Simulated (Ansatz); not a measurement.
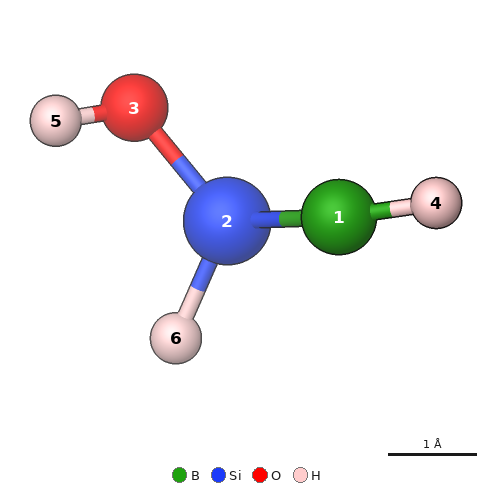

Orthographic view. Atoms fade into the background with distance from the viewer. Computed geometry: PBE-D4/def2-SVP optimisation. No frequency run is at hand to confirm it as a minimum.

Give the geometry as a Z-matrix, atoms in numerical order, with these reference atoms: 2 to 1; 3 to 2, 1; 4 to 1, 2, 3; 5 to 3, 2, 1; 6 to 2, 3, 5.

```
B  
Si   1   1.875
O    2   1.687   1   119.8
H    1   1.207   2   153.9   3  -101.3
H    3   0.975   2   114.9   1  -101.8
H    2   1.505   3   114.2   5    45.1
```
